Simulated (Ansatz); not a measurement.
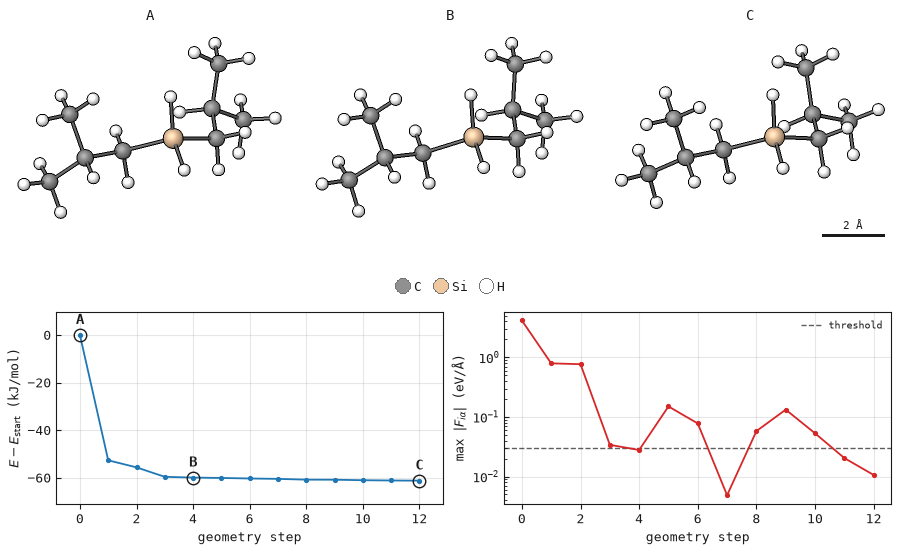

Frames of a relaxation of C$_{8}$H$_{20}$Si (coarse preliminary run), marked on the history of the run. A ball-and-stick model, seen at a tilt.

The start comes from a force field.

These are results of RKS PBE-D4/def2-SVP (Ansatz 0.2.0), not measurements.

Input
```yaml
crystal:
  periodic: [false, false, false]
  atoms:
    - {symbol: C, position_ang: [0.042800, 1.786900, -2.723600]}
    - {symbol: C, position_ang: [-1.260600, 1.248300, -2.069100]}
    - {symbol: C, position_ang: [-2.116500, 0.498500, -3.128500]}
    - {symbol: C, position_ang: [-0.836900, 0.318500, -0.901300]}
    - {symbol: Si, position_ang: [-0.286300, 1.097500, 0.673100]}
    - {symbol: C, position_ang: [-0.044600, -0.166700, 2.041900]}
    - {symbol: C, position_ang: [0.964500, -1.335600, 1.763900]}
    - {symbol: C, position_ang: [0.788200, -2.426800, 2.796800]}
    - {symbol: C, position_ang: [2.402600, -0.859500, 1.811900]}
    - {symbol: H, position_ang: [0.654000, 1.039000, -3.082100]}
    - {symbol: H, position_ang: [-0.290200, 2.465000, -3.565400]}
    - {symbol: H, position_ang: [0.588100, 2.460600, -2.024700]}
    - {symbol: H, position_ang: [-1.917300, 2.111800, -1.715700]}
    - {symbol: H, position_ang: [-3.038100, 0.127700, -2.659100]}
    - {symbol: H, position_ang: [-1.528400, -0.368500, -3.519700]}
    - {symbol: H, position_ang: [-2.348800, 1.190700, -3.927400]}
    - {symbol: H, position_ang: [-1.799300, -0.226900, -0.620300]}
    - {symbol: H, position_ang: [-0.185000, -0.415900, -1.214500]}
    - {symbol: H, position_ang: [0.998100, 1.796300, 0.440600]}
    - {symbol: H, position_ang: [-1.320700, 2.130300, 1.166000]}
    - {symbol: H, position_ang: [0.230900, 0.344900, 2.945400]}
    - {symbol: H, position_ang: [-1.015300, -0.638400, 2.226300]}
    - {symbol: H, position_ang: [0.743900, -1.743100, 0.735900]}
    - {symbol: H, position_ang: [-0.277400, -2.817100, 2.772700]}
    - {symbol: H, position_ang: [1.464000, -3.301500, 2.617500]}
    - {symbol: H, position_ang: [0.938900, -2.040700, 3.817800]}
    - {symbol: H, position_ang: [2.662400, -0.440300, 2.763300]}
    - {symbol: H, position_ang: [2.619600, -0.131100, 1.000100]}
    - {symbol: H, position_ang: [3.087500, -1.731800, 1.598700]}
basis:
  gaussian: {orbitals: def2-SVP}
hamiltonian: {xc: pbe, dispersion: d4}
relax: {f_tol: 0.03, max_steps: 200}
```

Run as
```bash
ansatz run in.yaml --threads 4 --pin off --events-out ev --progress --plain --max-ram 41984MiB --backend cuda --devices 0, --max-vram 37GiB
```

Question: Describe the path.

Answer: The largest move after the best rigid fit is that of H28, 0.66 Å. Largest moves by element: H 0.66 Å, C 0.47 Å, Si 0.08 Å. Near-neighbour distances that change, for instance: C1–H10 1.030 → 1.112 Å, C4–Si5 1.841 → 1.902 Å, C6–H21 1.074 → 1.114 Å, Si5–H20 1.543 → 1.511 Å. Bond angles that change, for instance: C2–C4–H17 104.0° → 109.6°, C2–C1–H11 105.9° → 111.2°, C1–C2–C4 107.2° → 111.9°. Over 12 geometry steps the energy falls by 61.2 kJ/mol. The largest force component goes from 4.2 to 0.011 eV/Å. The forces were under the threshold at step 4, but the run went on from there. The run took about 17 s of wall time on a shared GPU. From step 0 to 4: H28 moves most (0.14 Å), energy −59.9 kJ/mol. From step 4 to 12: H28 moves most (0.56 Å), energy −1.30 kJ/mol.

```csv
step,"E − E(0), kJ/mol","largest force component, eV/Å"
0,0.00,4.1587
1,-52.64,0.7934
2,-55.61,0.7681
3,-59.59,0.0341
4,-59.90,0.0279
5,-60.06,0.1501
6,-60.28,0.0778
7,-60.45,0.0049
8,-60.77,0.0578
9,-60.80,0.1327
10,-61.01,0.0532
11,-61.13,0.0204
12,-61.20,0.0106
```
